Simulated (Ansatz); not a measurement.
C₂H₆AlNO

Input file:

```
crystal:
  periodic: [false, false, false]
  atoms:
    - {symbol: C, position_ang: [-0.579227, 1.023924, -0.864867]}
    - {symbol: C, position_ang: [0.488472, 0.214200, -0.170454]}
    - {symbol: N, position_ang: [0.203813, -1.225999, -0.098797]}
    - {symbol: Al, position_ang: [0.256650, -1.078560, 1.650629]}
    - {symbol: O, position_ang: [0.580444, 0.563980, 1.213170]}
    - {symbol: H, position_ang: [-0.653224, 0.740756, -1.918534]}
    - {symbol: H, position_ang: [-1.545784, 0.851112, -0.385663]}
    - {symbol: H, position_ang: [-0.339880, 2.087901, -0.808161]}
    - {symbol: H, position_ang: [1.465022, 0.403254, -0.641472]}
    - {symbol: H, position_ang: [0.059453, -1.747699, -0.942576]}
    - {symbol: H, position_ang: [0.129658, -1.889869, 2.987226]}
basis:
  gaussian: {orbitals: def2-TZVPP}
hamiltonian: {xc: pbe0, dispersion: d4}
output: {orbitals: {seedname: orbitals}}
```

Launched as:

```sh
ansatz run in.yaml --threads 4 --pin off --events-out ev --progress --plain --max-ram 10444MiB
```

Geometry: PBE0-D4/def2-TZVP.

Method: Ansatz 0.2.0, RKS PBE0-D4/def2-TZVPP.

> Predict the electron density and electron localisation function between the atoms.

C–O (1.43 Å): ρ at the midpoint is about 2 e/Å³, with its minimum of 1.8 e/Å³ about 0.5 Å from C; the ELF peaks at about 0.85 between the atoms: a shared but strongly polarised pair.
C–N (1.47 Å): ρ is about 1.9 e/Å³ halfway; the ELF peaks at about 0.90 between the atoms, as expected for a covalent bond.
Al–O (1.73 Å): ρ is about 0.88 e/Å³ halfway; the ELF peaks at about 0.90 in the valence shell of O, 0.6 Å from its nucleus, and is about 0.55 at the midpoint.
Al–N (1.76 Å): ρ at the midpoint is about 0.83 e/Å³; the ELF peaks at about 0.90 in the valence shell of N, 0.7 Å from its nucleus, and is about 0.55 at the midpoint.

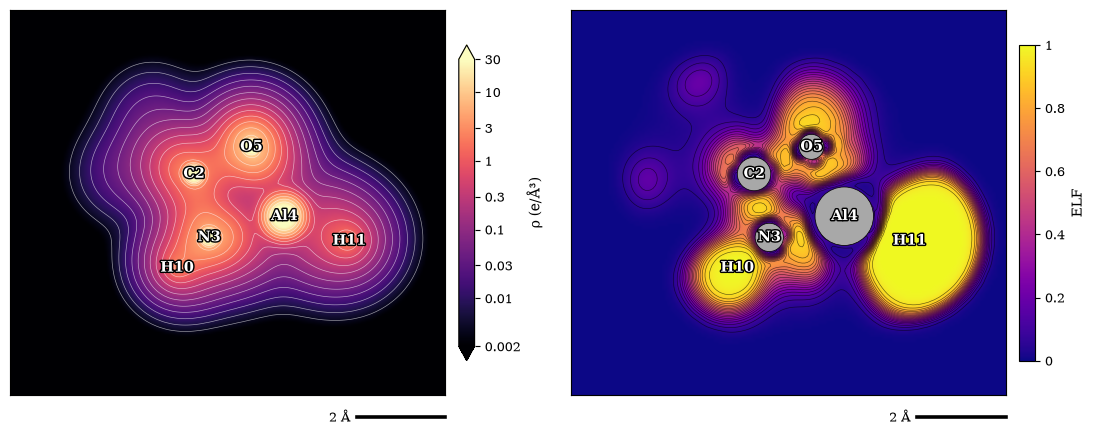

Computed electron density and electron localisation function on the plane of atoms C2, O5 and Al4, in this order. Grey discs cover the atomic cores in the ELF map. 
